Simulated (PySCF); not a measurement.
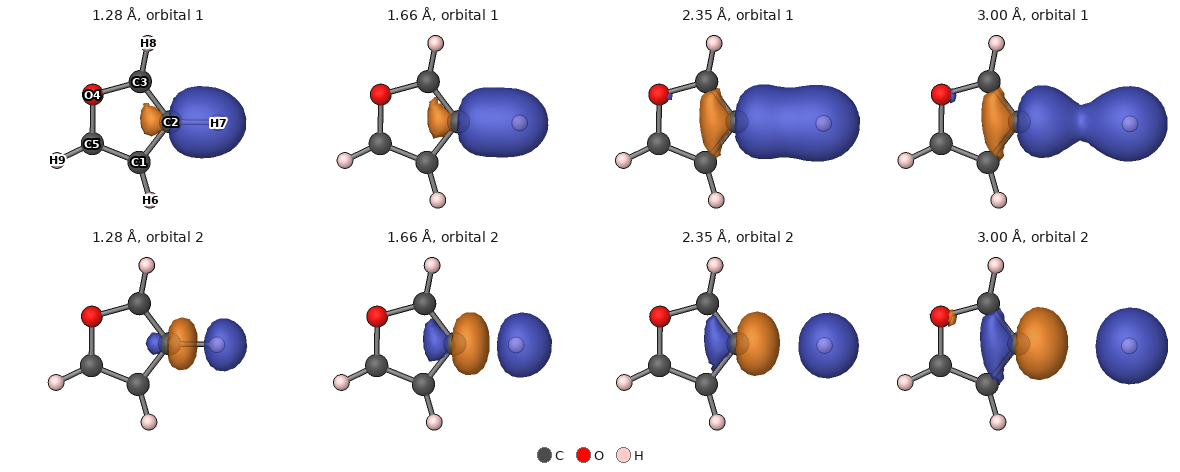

Figure 1: C₄H₄O, SMILES `c1ccoc1`. Rigid stretch of the C2–H7 bond. The two CASSCF(2,2) natural orbitals nearest half filling (orbital 1 the more occupied).

PySCF calculation, cc-pVDZ basis, gas phase; geometry: GFN2-xTB. No frequency check shows the geometry to be a minimum.

Input

```python
import numpy as np
from pyscf import gto, scf, mcscf

mol = gto.M(atom='''
C      0.71796    -0.94871     0.00000
C     -0.69887    -0.96251     0.00000
C     -1.08247     0.34192     0.00000
O     -0.01206     1.15091     0.00000
C      1.07609     0.36294     0.00000
H      1.37109    -1.79687     0.00000
H     -1.33535    -1.82322     0.00000
H     -2.04894     0.80560     0.00000
H      2.03335     0.84534     0.00000
''', basis='cc-pvdz', charge=0, spin=0, verbose=4)
# stretch the bond between atoms 2 and 7, from long to short, fragments rigid
a, b, move = 1, 6, [6]
xyz = mol.atom_coords(unit='Angstrom')
u = xyz[b] - xyz[a]
r0 = np.linalg.norm(u)
rows, last, dm_u = [], None, None
for r in [3.0, 2.35, 1.93, 1.66, 1.44, 1.28, 1.18, 1.07, 0.98]:
    new = xyz.copy()
    new[move] += u / r0 * (r - r0)
    m = mol.set_geom_(new, unit='Angstrom', inplace=False)
    rhf = scf.RHF(m).density_fit(auxbasis='def2-universal-jkfit').run()
    uhf = scf.UHF(m).density_fit(auxbasis='def2-universal-jkfit').newton()
    if dm_u is None:
        c = rhf.mo_coeff
        h = m.nelectron // 2 - 1
        ca, cb = c.copy(), c.copy()
        ca[:, h], cb[:, h] = (c[:, h] + c[:, h + 1]) / 2**.5, (c[:, h] - c[:, h + 1]) / 2**.5
        dm_u = np.array([x[:, :h + 1] @ x[:, :h + 1].T for x in (ca, cb)])
    uhf.kernel(dm0=dm_u)
    for _ in range(3):
        c, _, stable, _ = uhf.stability(return_status=True)
        if stable:
            break
        uhf.kernel(c, uhf.mo_occ)
    dm_u = uhf.make_rdm1()
    mc = mcscf.CASSCF(rhf, 2, 2)
    mc.natorb = True
    mc.fix_spin_(ss=0)
    guess = mcscf.addons.make_natural_orbitals(uhf)[1] if last is None else mcscf.project_init_guess(mc, last.mo_coeff, last.mol)
    mc.kernel(guess)
    last = mc
    act = slice(mc.ncore, mc.ncore + mc.ncas)
    print('r %.3f  RHF %.6f  UHF %.6f  <S^2> %.3f  CASSCF %.6f  occupations' % (r, rhf.e_tot, uhf.e_tot, uhf.spin_square()[0], mc.e_tot), mc.mo_occ[act].round(4))
    rows.append((new, rhf.e_tot, uhf.e_tot, uhf.spin_square()[0], mc.e_tot, mc.mo_occ[act], mc.mo_coeff[:, act], dm_u[0] - dm_u[1], rhf.converged and uhf.converged and mc.converged))
    np.savez('result.npz', **{k: [row[i] for row in rows] for i, k in enumerate('xyz rhf uhf s2 cas occ c spin ok'.split())})
```

Command:

```sh
OMP_NUM_THREADS=1 python input.py
```

The run took 2.5 min on 1 thread of Intel(R) Xeon(R) Platinum 8259CL CPU @ 2.50GHz (Skylake/Cascade Lake) (shared host), peak memory 0.38 GiB.

**How do the occupations change along the stretch?**

1.28 Å: 1.97 and 0.03; 1.66 Å: 1.91 and 0.09; 2.35 Å: 1.60 and 0.40; 3.00 Å: 1.27 and 0.73. At the longest distance computed (3.00 Å) they are 1.27 and 0.73, and the effective number of unpaired electrons is 1.7.

UHF's ⟨S²⟩ passes 1 along the scan (up to 1.29), so it also polarises electrons outside the stretched bond; its energy lowering isn't due to that bond alone.

UHF already breaks spin symmetry near equilibrium here (⟨S²⟩ = 0.02 at 1.07 Å), for reasons apart from this bond.

**How much energy does the stretch cost?**

By CASSCF, 4.8 eV from the lowest point of the scan (1.07 Å) to 3.00 Å; RHF gives 8.1 eV from its own lowest point. The fragments aren't relaxed and dynamic correlation is missing, so this isn't a bond dissociation energy.
